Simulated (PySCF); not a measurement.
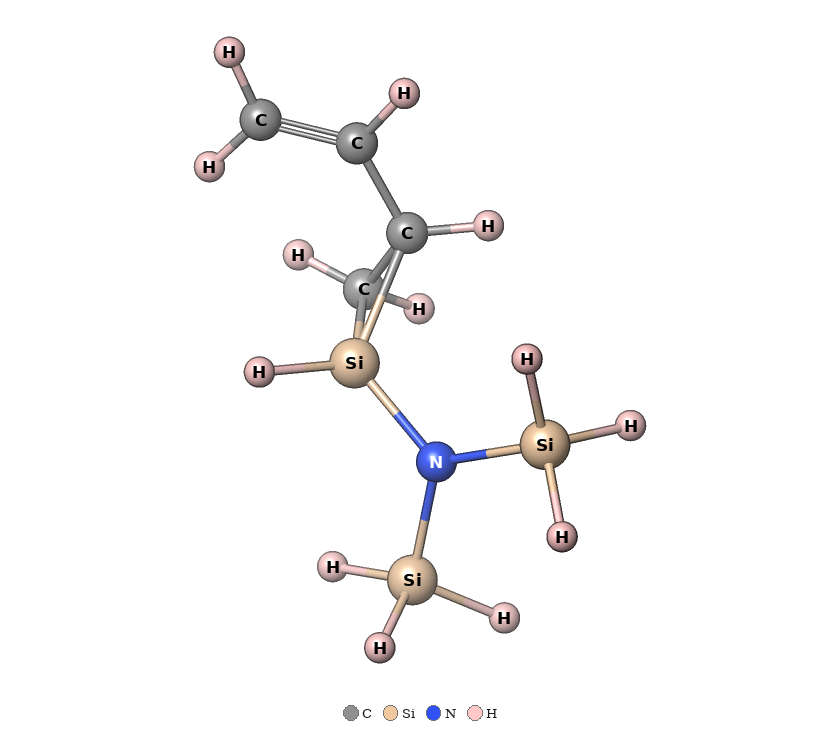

Atoms fade into the background with distance from the viewer. The geometry was computed by an optimisation with GFN2-xTB. No frequency run is at hand to confirm it as a minimum.

**Which symmetry elements does this geometry have?**

It has no symmetry element but the identity, so the point group is C1. The group has 1 operation. The geometry is chiral, and symmetry allows a dipole moment.
